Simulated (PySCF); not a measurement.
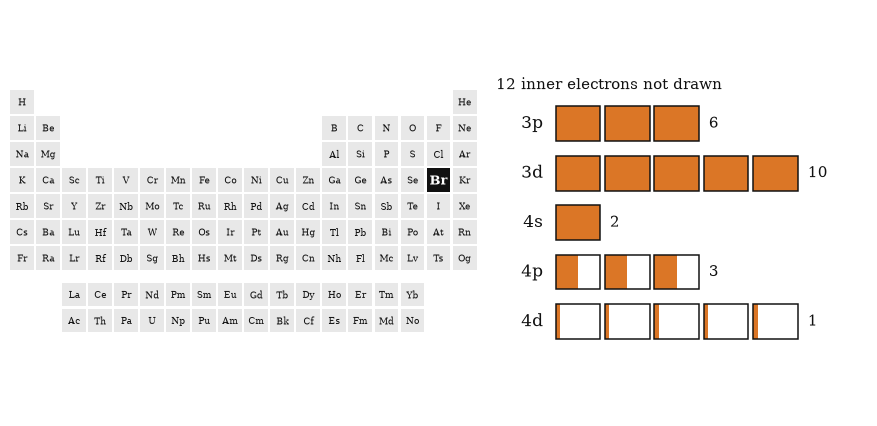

Fig. 1: Left, the place of bromine in the periodic table; right, the outer shells of the nominal configuration: a box for each of the 2l + 1 orbitals, shaded by the share of the shell that is filled, with the electron count at the right.

## Run report: Br⁺, atomic calculation

- system: Br⁺, configuration 1s2 2s2 2p6 3s2 3p6 3d10 4s2 4p3 4d1, multiplicity 5.
- method: unrestricted HF, def2-TZVPPD, non-relativistic, point nucleus (PySCF)

**Results in brief**

| quantity | value |
| --- | --- |
| outcome | converged |
| total energy | −2571.5688 hartree |
| kinetic energy | 2571.4874 hartree |
| −E/T (1 by the virial theorem at the basis-set limit) | 1.0000 |
| ⟨S²⟩ | 6.001 |
| ⟨L²⟩ | 6.01 |
| static polarisability | 45.8 bohr³ |
| C₆ of the like pair | 154 hartree bohr⁶ |
| SCF iterations | 7 |
| hardware | 1 CPU thread, shared host |
| CPU time | 2.7 s (integrals apart) |

**Notes**

This is not the ground configuration of the species.

**Input**
```python
from pyscf import gto, scf, dft, mp, cc
import basis_set_exchange as bse
mol = gto.M(atom="Br 0 0 0", charge=1, spin=4, symmetry="D2h",
            basis=gto.basis.parse(bse.get_basis("def2-TZVPPD", elements=["Br"], fmt="nwchem")))
mf = scf.UHF(mol)
mf.irrep_nelec = {'Ag': (6, 6), 'B1g': (2, 1), 'B2g': (1, 1), 'B3g': (1, 1), 'B1u': (3, 2), 'B2u': (3, 2), 'B3u': (3, 2)}
mf.kernel()
```

The script is an equivalent of what the driver set up; the driver started from orbitals of its own, so the log can be shorter than this script's would be, and it computed the properties (radii, ⟨L²⟩, response) afterwards. It held the occupations shell by shell, which the script's counts by irreducible representation don't always enforce.

**Log (extracts)**
```
damping factor = 0
level_shift factor = 0
DIIS = <class 'pyscf.scf.diis.CDIIS'>
diis_start_cycle = 1
diis_space = 10
diis_damp = 0
SCF conv_tol = 1e-09
SCF conv_tol_grad = None
number electrons alpha = 19  beta = 15
cycle= 1 E= -2571.5687477257  delta_E= -0.00104  |g|= 0.00957  |ddm|= 0.0259
cycle= 2 E= -2571.56880753742  delta_E= -5.98e-05  |g|= 0.00269  |ddm|= 0.00673
cycle= 3 E= -2571.56881478101  delta_E= -7.24e-06  |g|= 0.000486  |ddm|= 0.00393
cycle= 4 E= -2571.56881523905  delta_E= -4.58e-07  |g|= 0.00018  |ddm|= 0.0014
cycle= 5 E= -2571.56881528197  delta_E= -4.29e-08  |g|= 3.16e-05  |ddm|= 0.000498
cycle= 6 E= -2571.56881528368  delta_E= -1.72e-09  |g|= 4.92e-06  |ddm|= 0.000113
cycle= 7 E= -2571.56881528371  delta_E= -3.18e-11  |g|= 3.48e-07  |ddm|= 1.51e-05
converged SCF energy = -2571.56881528371  <S^2> = 6.0007261  2S+1 = 5.0002904
```

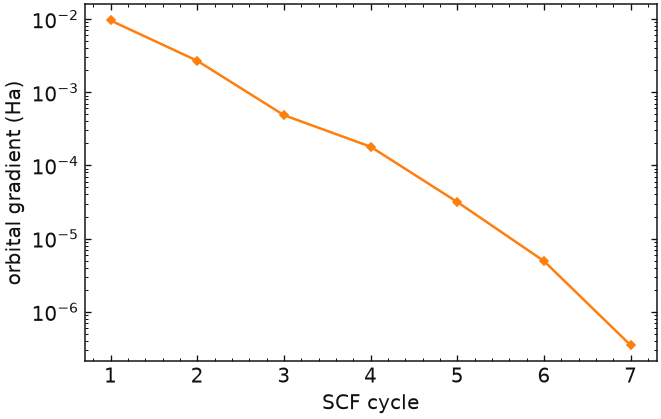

Fig. 2: Convergence: orbital gradient against the SCF cycle. The residual falls at every step. It goes from 0.0096 to 3.5×10⁻⁷ in 7 steps.

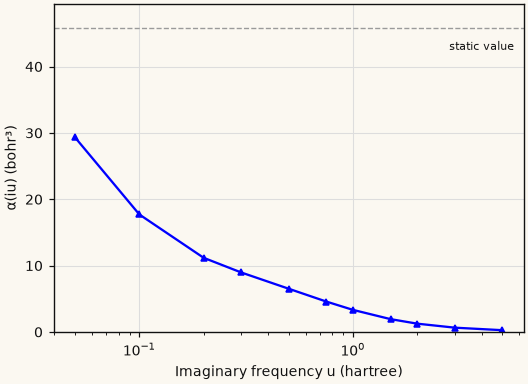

Fig. 3: Dipole polarisability at imaginary frequency of Br⁺ ([Ar] 3d¹⁰ 4s² 4p³ 4d). Coupled response at the HF level; PySCF, def2-TZVPPD, non-relativistic, unrestricted single determinants, no spin-orbit coupling. The static dipole polarisability is 45.8 bohr³; α(iu) falls to half of it near u = 0.073 hartree. The Casimir–Polder integral gives C₆ = 154 hartree bohr⁶ for two such species.

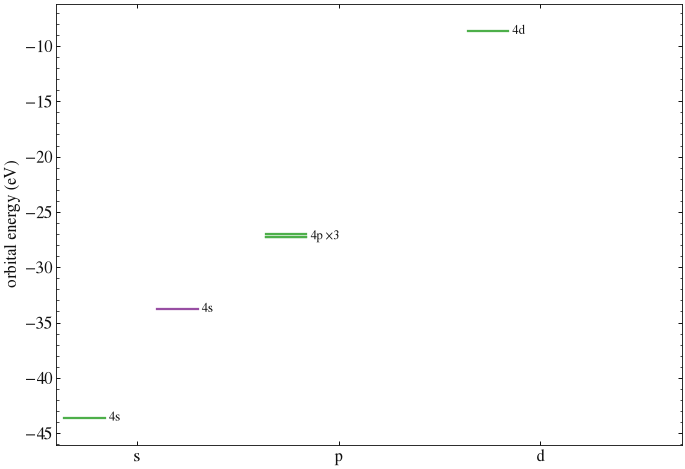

Fig. 4: Orbital energies of the mean field, from the top down to −43.6 eV, by angular momentum, α spin at the left of each column and β at the right; ×n counts the orbitals under one label. Empty levels that the record names by l alone aren't drawn. The highest filled orbital is 4d α at −8.62 eV, the lowest empty one p β at −11.6 eV.

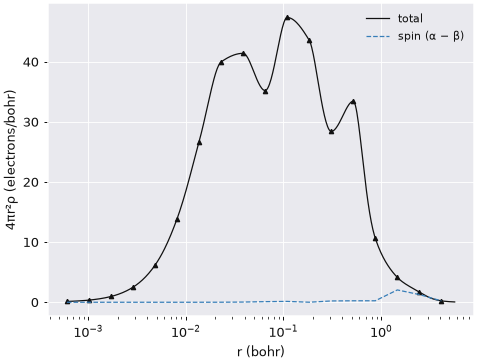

Fig. 5: Spherically averaged radial density 4πr²ρ of the mean field and its spin part; markers are the stored points, which are sparse, and the line is a monotone interpolation between them. The largest stored value is 47.4 electrons/bohr at r = 0.11 bohr. Root-mean-square radii of the shells: 3s 0.598, 3p 0.612, 3d 0.646, 4s 1.77, 4p 2.04, 4d 3.53 bohr.
